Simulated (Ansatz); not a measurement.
Cl3FMoO

Input

```
crystal:
  periodic: [false, false, false]
  atoms:
    - symbol: Cl
      position_ang: [0.556477, -2.129146, -0.597893]
    - symbol: Cl
      position_ang: [0.198596, 0.636737, -2.111003]
    - symbol: Cl
      position_ang: [0.482537, 2.091455, 0.694491]
    - symbol: F
      position_ang: [0.571300, -0.527311, 1.711738]
    - symbol: Mo
      position_ang: [-0.070637, -0.030999, 0.054225]
    - symbol: O
      position_ang: [-1.696172, -0.104836, 0.202342]
basis:
  gaussian:
    orbitals: def2-TZVPD
hamiltonian:
  xc: pbe0
output: {forces: true, orbitals: {seedname: orbitals}}
```

Command:

```sh
ansatz run input.yaml --threads 2 --pin off --max-ram 5220MiB --events-out events.jsonl --progress --plain --runs-dir runs
```

Geometry: PBE0-D4/def2-SVP; core potentials replace the inner electrons of Mo.

Computed with isolated molecule in a Gaussian basis; Kohn-Sham density functional theory, functional PBE0 in Ansatz 0.2.0.

Q: What will maps of the electron density and electron localisation function show?

A: Mo–O (1.63 Å): ρ at the midpoint is about 2.2 e/Å³; the ELF peaks at about 0.80 in the valence shell of O, 0.5 Å from its nucleus, and drops to about 0.45 between the two atoms.
Mo–F (1.85 Å): ρ is about 1.2 e/Å³ halfway; the ELF peaks at about 0.80 in the valence shell of F, 0.5 Å from its nucleus, and drops to about 0.30 between the two atoms.
Mo–Cl (2.28 Å): ρ at the midpoint is about 0.72 e/Å³; the ELF peaks at about 0.85 in the valence shell of Cl, 0.8 Å from its nucleus, and is about 0.40 at the midpoint.

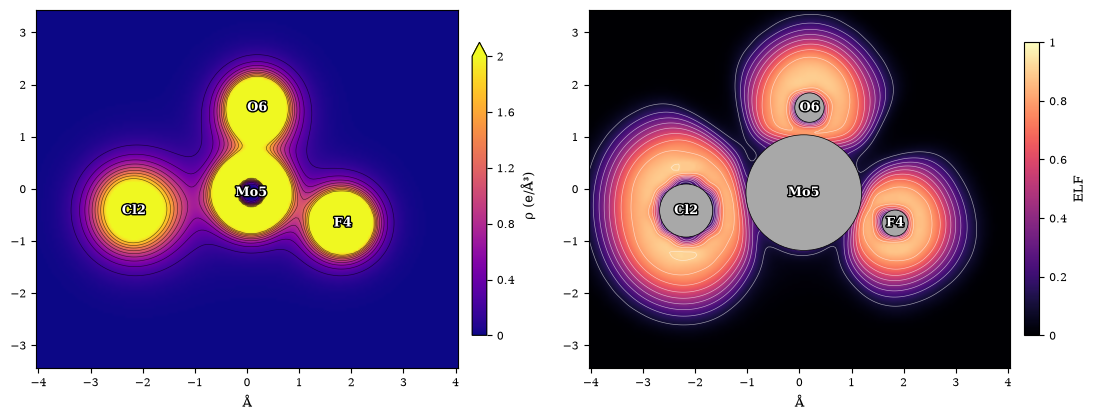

Computed electron density and electron localisation function on the plane of atoms F4, Mo5 and O6, in this order. Grey discs cover the atomic cores in the ELF map. 
